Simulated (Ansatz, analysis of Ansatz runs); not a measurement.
**Migration in Cs3Li2Cl5 (Imm2): V_Li hop (3.9 Å), charge −1**

Wanted: path and barrier of a jump of Li in Cs3Li2Cl5 (Imm2) at charge −1. The case: V_Li hop (3.9 Å), in a cell of 60 host atoms with 1 Li taken out.

Main program and level: Ansatz 0.2.0; plane-wave PAW DFT, PBEsol; nudged elastic band between two relaxed defect structures at fixed charge in a uniform background.

## 1. The starting structure

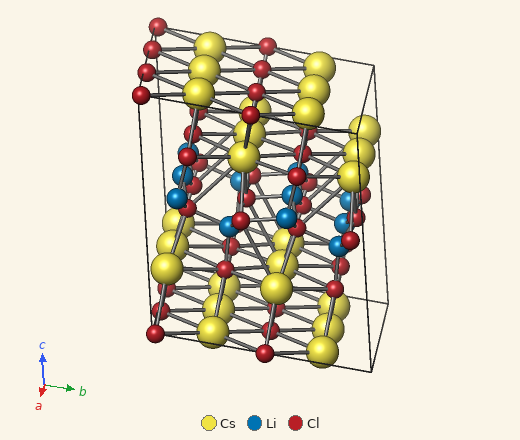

The starting structure, seen slightly off an axis (caesium yellow, lithium blue, chlorine red). Some periodic images of atoms are drawn too.

The cell holds 59 atoms: 18 Cs, 11 Li and 30 Cl. Its edges and angles: a = 12.405 Å, b = 11.479 Å, c = 12.396 Å, α = 103.4°, β = 99.6°, γ = 90.0°. It derives from Cs3Li2Cl5 (space group Imm2). Nearest the centre at fractional (0.582, 0.729, 0.502): Cl55 at 1.34 Å, Li54 at 1.96 Å, Cl37 at 2.30 Å, Cl35 at 3.23 Å, Cs31 at 3.42 Å, Li53 at 3.50 Å, Li34 at 3.53 Å, Cl36 at 3.54 Å. The cell carries charge −1.

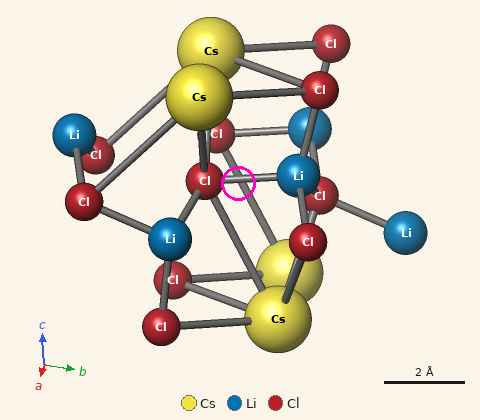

The atoms within 5 Å of the centre. A ring marks the middle of the ideal hop wherever no atom is near it.

The cell's shortest repeat is 11.5 Å.

## 2. Relaxation of the start point, charge −1

The ends come first: from an unrelaxed start the top is counted from too high an energy, and the barrier comes out too low. Small random displacements break the symmetry of the ideal sites, so that the defect can distort if it gains by it. The charge of −1 is set by the electron count, and a uniform background keeps the cell neutral.

qm1.start/input.yaml

```yaml
crystal:
  lattice:
    - [-7.26279126, 0.0, 10.05668361]
    - [-9.30599473, 0.0, -6.72048182]
    - [3.53696389, -11.88058461, 0.00400652]
  atoms:
    - { symbol: Cs, position: [0.20698338, 0.17983322, 0.75368865] }
    - { symbol: Cs, position: [0.28908716, 0.3029889, 0.24631135] }
    - { symbol: Cs, position: [0.24802175, 0.4928089, 0.0] }
    - { symbol: Li, position: [0.15332132, 0.08941381, 0.43173718] }
    - { symbol: Li, position: [0.00940893, 0.37354522, 0.56826282] }
    - { symbol: Cl, position: [0.0013807, 0.16114104, 0.52008141] }
    - { symbol: Cl, position: [0.12086471, 0.05469553, 0.23701902] }
    - { symbol: Cl, position: [0.16135357, 0.40110033, 0.47991859] }
    - { symbol: Cl, position: [0.04185837, 0.43618602, 0.76298098] }
    - { symbol: Cl, position: [0.08135244, 0.24348952, 0.0] }
    - { symbol: Cs, position: [0.20698338, 0.67983322, 0.75368865] }
    - { symbol: Cs, position: [0.28908716, 0.8029889, 0.24631135] }
    - { symbol: Cs, position: [0.24802175, 0.9928089, 0.0] }
    - { symbol: Li, position: [0.15332132, 0.58941381, 0.43173718] }
    - { symbol: Li, position: [0.00940893, 0.87354522, 0.56826282] }
    - { symbol: Cl, position: [0.0013807, 0.66114104, 0.52008141] }
    - { symbol: Cl, position: [0.12086471, 0.55469553, 0.23701902] }
    - { symbol: Cl, position: [0.16135357, 0.90110033, 0.47991859] }
    - { symbol: Cl, position: [0.04185837, 0.93618602, 0.76298098] }
    - { symbol: Cl, position: [0.08135244, 0.74348952, 0.0] }
    - { symbol: Cs, position: [0.54031671, 0.17983322, 0.75368865] }
    - { symbol: Cs, position: [0.62242049, 0.3029889, 0.24631135] }
    - { symbol: Cs, position: [0.58135508, 0.4928089, 0.0] }
    - { symbol: Li, position: [0.48665466, 0.08941381, 0.43173718] }
    - { symbol: Li, position: [0.34274226, 0.37354522, 0.56826282] }
    - { symbol: Cl, position: [0.33471404, 0.16114104, 0.52008141] }
    - { symbol: Cl, position: [0.45419805, 0.05469553, 0.23701902] }
    - { symbol: Cl, position: [0.4946869, 0.40110033, 0.47991859] }
    - { symbol: Cl, position: [0.3751917, 0.43618602, 0.76298098] }
    - { symbol: Cl, position: [0.41468577, 0.24348952, 0.0] }
    - { symbol: Cs, position: [0.54031671, 0.67983322, 0.75368865] }
    - { symbol: Cs, position: [0.62242049, 0.8029889, 0.24631135] }
    - { symbol: Cs, position: [0.58135508, 0.9928089, 0.0] }
    - { symbol: Li, position: [0.34274226, 0.87354522, 0.56826282] }
    - { symbol: Cl, position: [0.33471404, 0.66114104, 0.52008141] }
    - { symbol: Cl, position: [0.45419805, 0.55469553, 0.23701902] }
    - { symbol: Cl, position: [0.4946869, 0.90110033, 0.47991859] }
    - { symbol: Cl, position: [0.3751917, 0.93618602, 0.76298098] }
    - { symbol: Cl, position: [0.41468577, 0.74348952, 0.0] }
    - { symbol: Cs, position: [0.87365004, 0.17983322, 0.75368865] }
    - { symbol: Cs, position: [0.95575383, 0.3029889, 0.24631135] }
    - { symbol: Cs, position: [0.91468842, 0.4928089, 0.0] }
    - { symbol: Li, position: [0.81998799, 0.08941381, 0.43173718] }
    - { symbol: Li, position: [0.6760756, 0.37354522, 0.56826282] }
    - { symbol: Cl, position: [0.66804737, 0.16114104, 0.52008141] }
    - { symbol: Cl, position: [0.78753138, 0.05469553, 0.23701902] }
    - { symbol: Cl, position: [0.82802023, 0.40110033, 0.47991859] }
    - { symbol: Cl, position: [0.70852504, 0.43618602, 0.76298098] }
    - { symbol: Cl, position: [0.7480191, 0.24348952, 0.0] }
    - { symbol: Cs, position: [0.87365004, 0.67983322, 0.75368865] }
    - { symbol: Cs, position: [0.95575383, 0.8029889, 0.24631135] }
    - { symbol: Cs, position: [0.91468842, 0.9928089, 0.0] }
    - { symbol: Li, position: [0.81998799, 0.58941381, 0.43173718] }
    - { symbol: Li, position: [0.6760756, 0.87354522, 0.56826282] }
    - { symbol: Cl, position: [0.66804737, 0.66114104, 0.52008141] }
    - { symbol: Cl, position: [0.78753138, 0.55469553, 0.23701902] }
    - { symbol: Cl, position: [0.82802023, 0.90110033, 0.47991859] }
    - { symbol: Cl, position: [0.70852504, 0.93618602, 0.76298098] }
    - { symbol: Cl, position: [0.7480191, 0.74348952, 0.0] }
total_charge: -1
basis:
  ecutwfc: 420
  xc_grid: 2
hamiltonian:
  xc: pbesol
kpoints:
  mp_grid: { grid: [1, 1, 1], shift: [0.25, 0.25, 0.25] }
scf:
  occupations: { method: fixed }
  max_iter: 150
output:
  forces: true
relax:
  f_tol: 0.02
  max_steps: 70
  random_displacement: { amplitude: 0.03, seed: 8992 }
```

Run with:

```bash
ansatz run input.yaml --threads 32 --pin off --max-ram 84787MiB --backend cuda --events-out ev --progress --plain --runs-dir out --max-vram 78GiB
```

Log:

```text
[...]
Engine: ansatz 0.2.0, aarch64-unknown-linux-gnu
[...]
Pseudopotential: Cs, paw, valence charge 9, recommended cutoff 420 eV (normal), Cs.paw.azcp
Pseudopotential: Li, paw, valence charge 3, recommended cutoff 420 eV (normal), Li.paw.azcp
Pseudopotential: Cl, paw, valence charge 7, recommended cutoff 420 eV (normal), Cl.paw.azcp
Functional definition: PBEsol
[...]
Crystal: 59 atoms, lattice volume = 1691.758 Å³
Basis set: ecut = 420 eV, 33071 PW (Γ), exchange–correlation on 180×160×180 points (8 copies of the dense FFT grid, shifted against one another)
Bands: 262, of which v1, the nominal top of the filled ones, is band 203 counted from 1 (202 counted from 0)
[...]
k-points: 1
[...]
SCF iter   2: F=—  HF=-134708.722509 eV  |F-HF|=—  |Δ(HF+E_count)|=   1.36e-1  Δρ=1.63e-3  dr2=6.86e-2  ethr=1.25e-4  ⟨swp⟩=15.0  Hψ=761  notcnv=0  defer=58
[...]
SCF 1 converged in 6 iterations: F = -134708.718846 eV  dr2 = 8.49e-7
[...]
relax step   1: F+E_penalty+E_count = -134708.71884633 eV  Δ(F+E_penalty+E_count) = +0.000e0 eV  max|allowed force component| = 5.255e-1 eV/Å  Δτ_max = 0.0000 Å  (6 SCF iters, dr2 threshold 1.00e-5 eV [...]
[...]
SCF iter   2: F=—  HF=-134709.117592 eV  |F-HF|=—  |Δ(HF+E_count)|=   1.44e-1  Δρ=1.39e-3  dr2=6.17e-2  ethr=1.24e-4  ⟨swp⟩=4.0  Hψ=359  notcnv=0  defer=57
[...]
SCF iter   5: F=-134709.103445 eV  HF=-134709.103442 eV  |F-HF|=2.28e-6  |Δ(HF+E_count)|=   3.62e-5  Δρ=1.52e-5  dr2=5.05e-6  ethr=4.25e-9  ⟨swp⟩=4.0  Hψ=857  notcnv=0
[...]
SCF 6 converged in 5 iterations: F = -134709.176323 eV  dr2 = 2.90e-8
relax step   6: F+E_penalty+E_count = -134709.17632296 eV  Δ(F+E_penalty+E_count) = -1.000e-3 eV  max|allowed force component| = 1.115e-2 eV/Å  Δτ_max = 0.0166 Å  (5 SCF iters, accepted)
SCF converged after 5 iterations
[...]
```

Run time: 3.7 s. Hardware: 1 × NVIDIA GB200 with 32 threads of Arm Neoverse V2, shared host; peak memory 1.4 GiB.

Step by step:

| step | energy less that of the first step (eV) | largest force component (eV/Å) |
| --- | --- | --- |
| 1 | 0.0000 | 0.5255 |
| 2 | -0.3846 | 0.2040 |
| 3 | -0.4370 | 0.0499 |
| 4 | -0.4519 | 0.0378 |
| 5 | -0.4565 | 0.0181 |
| 6 | -0.4575 | 0.0112 |

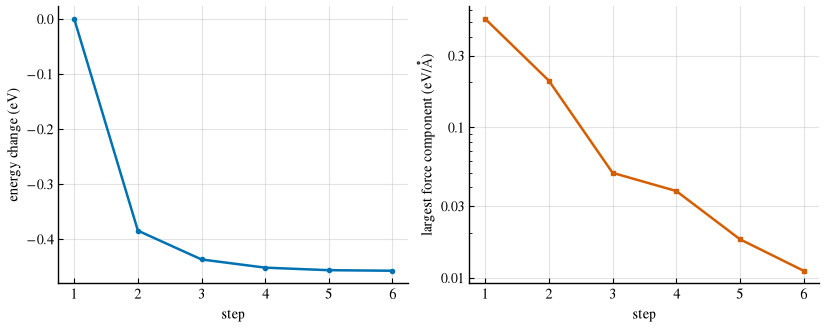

Energy and largest force along the relaxation.

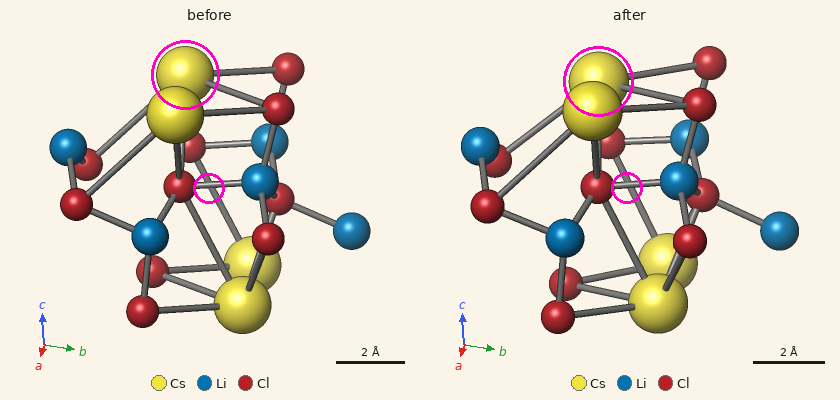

Before and after: the atoms that start within 5 Å of the centre. Cs31, which moves most, is ringed if it is among them. A ring with no atom in it marks the middle of the ideal hop.

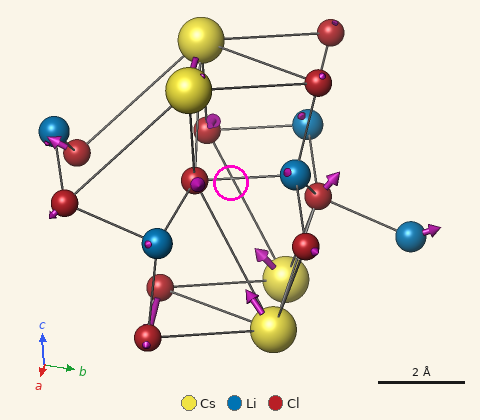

Displacements in the relaxation from the typed sites near the centre, exaggerated; the longest in the cell stands for 0.36 Å. A ring marks the middle of the ideal hop wherever no atom is near it.

The atoms that moved most (Å, from the sites as typed, ahead of the random displacement):

```
atom      dx      dy      dz  length
Cs31   0.035   0.359   0.018   0.361
Cl36   0.013   0.282   0.019   0.283
Cs12   0.078  -0.128   0.139   0.204
Cs32   0.150  -0.126   0.028   0.198
Cl35   0.081  -0.022  -0.161   0.182
Cl55  -0.127  -0.029   0.126   0.182
 Cs2  -0.156  -0.053  -0.019   0.166
Cl37  -0.063  -0.131  -0.044   0.152
```

Neighbours of Li54 at the end:

```
atom  distance (Å)
Cl55         2.317
Cl58         2.332
Cl37         2.403
Cl57         2.412
Cl45         3.479
Cs32         3.717
Li53         3.892
Li43         3.927
Cs31         3.934
```

Numbers from this step:

| Item | Value |
| --- | --- |
| free energy | -134709.1763 eV |
| r.m.s. move of the farther half of the atoms | 0.05278 Å |
| largest move from the ideal geometry of this structure, a common shift of the far atoms taken out | 0.3562 Å |

The relaxation gained 0.457 eV and ended with a largest force component of 0.011 eV/Å.

## 3. Relaxation of the end point, charge −1

The end point is relaxed in the same cell and settings, so that the two energies compare. Atoms more than 3.2 Å from the middle of the hop start where the first relaxation left them, the nearer ones on or close to their ideal places, with small random displacements.

qm1.end/input.yaml

```yaml
crystal:
  lattice:
    - [-7.26279126, 0.0, 10.05668361]
    - [-9.30599473, 0.0, -6.72048182]
    - [3.53696389, -11.88058461, 0.00400652]
  atoms:
    - { symbol: Cs, position: [0.2071947, 0.17794164, 0.75496653] }
    - { symbol: Cs, position: [0.29627402, 0.31547564, 0.25082478] }
[... 25 atom lines left out ...]
    - { symbol: Cl, position: [0.49584406, 0.38905265, 0.48407838] }
[... 2 atom lines left out ...]
    - { symbol: Cs, position: [0.53510868, 0.66826988, 0.72346576] }
    - { symbol: Cs, position: [0.6192084, 0.7929391, 0.25690915] }
[... 1 atom line left out ...]
    - { symbol: Li, position: [0.33982515, 0.87092076, 0.56935172] }
    - { symbol: Cl, position: [0.32096743, 0.66341092, 0.52192008] }
    - { symbol: Cl, position: [0.45117943, 0.54619938, 0.21327556] }
    - { symbol: Cl, position: [0.4946869, 0.90110033, 0.47991859] }
[... 15 atom lines left out ...]
    - { symbol: Li, position: [0.82317443, 0.58665997, 0.43204638] }
    - { symbol: Li, position: [0.488588, 0.58421, 0.43518] }
    - { symbol: Cl, position: [0.66804737, 0.66114104, 0.52008141] }
[... 1 atom line left out ...]
    - { symbol: Cl, position: [0.83166302, 0.9039426, 0.47980887] }
    - { symbol: Cl, position: [0.71082984, 0.93682744, 0.76529303] }
    - { symbol: Cl, position: [0.75071773, 0.74329174, 0.00151915] }
total_charge: -1
basis:
  ecutwfc: 420
  xc_grid: 2
hamiltonian:
  xc: pbesol
kpoints:
  mp_grid: { grid: [1, 1, 1], shift: [0.25, 0.25, 0.25] }
scf:
  occupations: { method: fixed }
  max_iter: 150
output:
  forces: true
relax:
  f_tol: 0.02
  max_steps: 70
  random_displacement: { amplitude: 0.01, seed: 8992 }
```

Log:

```text
[...]
Crystal: 59 atoms, lattice volume = 1691.758 Å³
Basis set: ecut = 420 eV, 33071 PW (Γ), exchange–correlation on 180×160×180 points (8 copies of the dense FFT grid, shifted against one another)
Bands: 262, of which v1, the nominal top of the filled ones, is band 203 counted from 1 (202 counted from 0)
[...]
k-points: 1
[...]
SCF iter   2: F=—  HF=-134708.474268 eV  |F-HF|=—  |Δ(HF+E_count)|=   1.35e-1  Δρ=1.63e-3  dr2=6.74e-2  ethr=1.24e-4  ⟨swp⟩=4.0  Hψ=460  notcnv=0  defer=57
[...]
SCF 1 converged in 6 iterations: F = -134708.471327 eV  dr2 = 1.06e-6
[...]
relax step   1: F+E_penalty+E_count = -134708.47132735 eV  Δ(F+E_penalty+E_count) = +0.000e0 eV  max|allowed force component| = 6.584e-1 eV/Å  Δτ_max = 0.0000 Å  (6 SCF iters, dr2 threshold 1.00e-5 eV [...]
[...]
SCF 5 converged in 6 iterations: F = -134709.174135 eV  dr2 = 1.31e-8
relax step   5: F+E_penalty+E_count = -134709.17413465 eV  Δ(F+E_penalty+E_count) = -3.712e-3 eV  max|allowed force component| = 1.494e-2 eV/Å  Δτ_max = 0.0455 Å  (6 SCF iters, accepted)
SCF converged after 6 iterations
[...]
```

It took 3.2 s on 1 × NVIDIA GB200 with 32 threads; peak memory 1.4 GiB; 13 s of CPU time.

The steps of the relaxation:

```csv
step,energy less that of the first step (eV),largest force component (eV/Å)
1,0.0000,0.6584
2,-0.5915,0.2768
3,-0.6810,0.0886
4,-0.6991,0.0266
5,-0.7028,0.0149
```

The atoms that moved most (Å, from the sites as typed, ahead of the random displacement):

```csv
atom,dx,dy,dz,length
Cs31,-0.181,-0.280,-0.044,0.336
Cl36,0.022,-0.264,-0.036,0.267
Cl58,0.046,-0.251,-0.005,0.255
Cs32,-0.090,-0.235,0.024,0.252
Cs12,-0.088,0.139,-0.139,0.215
Cs40,0.164,0.120,0.020,0.204
Cl45,-0.038,0.145,-0.108,0.185
Cs2,0.161,0.072,0.015,0.177
```

Neighbours of Li54 at the end:

| atom | distance (Å) |
| --- | --- |
| Cl55 | 2.323 |
| Cl36 | 2.333 |
| Cl28 | 2.374 |
| Cl35 | 2.413 |
| Cl37 | 3.504 |
| Cs31 | 3.758 |
| Li44 | 3.805 |
| Li25 | 3.876 |
| Li34 | 3.899 |

Read from the output:

```yaml
free_energy: -134709.1741 eV
r_m_s_move_of_the_farther_half_of_the_atoms: 0.05478 Å
largest_move_from_the_ideal_geometry_of_this_structure_a_common_shift_of_the_far_atoms_taken_out: 0.3675 Å
```

The relaxation gained 0.703 eV and ended with a largest force component of 0.015 eV/Å. The end lies 0.002 eV above the start.

(Part 1 of 2 ends here.)

[Logs are printed without paths, hosts, clocks, repeated set-up lines and the standing remarks that a program may print on its own settings, such as how far it seeks lower states.]

[Hosts, paths, dates, database ids (printed as entryN), source tags and the programs' standing remarks are cut or masked in the printed files.]
